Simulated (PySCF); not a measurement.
```json
{"atom": "C", "x (Å)": "-2.5141", "y (Å)": "0.3190", "z (Å)": "0.0000"}
{"atom": "N", "x (Å)": "-1.1877", "y (Å)": "0.0057", "z (Å)": "-0.4014"}
{"atom": "C", "x (Å)": "-0.2459", "y (Å)": "-0.5409", "z (Å)": "0.1479"}
{"atom": "Si", "x (Å)": "1.5269", "y (Å)": "-0.9509", "z (Å)": "-0.1389"}
{"atom": "P", "x (Å)": "2.5931", "y (Å)": "0.5040", "z (Å)": "1.2161"}
{"atom": "H", "x (Å)": "-3.2012", "y (Å)": "-0.1703", "z (Å)": "-0.6924"}
{"atom": "H", "x (Å)": "-2.6506", "y (Å)": "1.3983", "z (Å)": "-0.0904"}
{"atom": "H", "x (Å)": "-2.7425", "y (Å)": "0.0061", "z (Å)": "1.0242"}
{"atom": "H", "x (Å)": "2.2140", "y (Å)": "-0.9301", "z (Å)": "-1.4426"}
{"atom": "H", "x (Å)": "1.6702", "y (Å)": "-2.2864", "z (Å)": "0.4508"}
{"atom": "H", "x (Å)": "3.0397", "y (Å)": "1.3324", "z (Å)": "0.2043"}
{"atom": "H", "x (Å)": "1.4993", "y (Å)": "1.3123", "z (Å)": "1.4611"}
```

Geometry: GFN2-xTB.

Level of theory: UKS B3LYP, pcH-1 on C H N P Si, non-relativistic, mean-field spin-orbit, GIAO in PySCF.

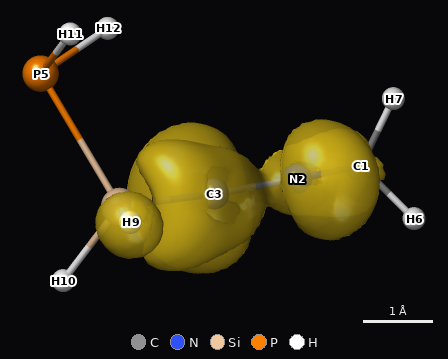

C2H7NPSi (SMILES C/N=[C]/[SiH2]P) (doublet). Isosurface of the spin density at +0.02 e/Å³ (yellow), seen at a tilt.

Describe the spin distribution.

The unpaired spin (1 electron) lies mostly on C3 (about 0.5), N2 (about 0.3) and Si4 (about 0.1), in electrons by Hirshfeld's partition.
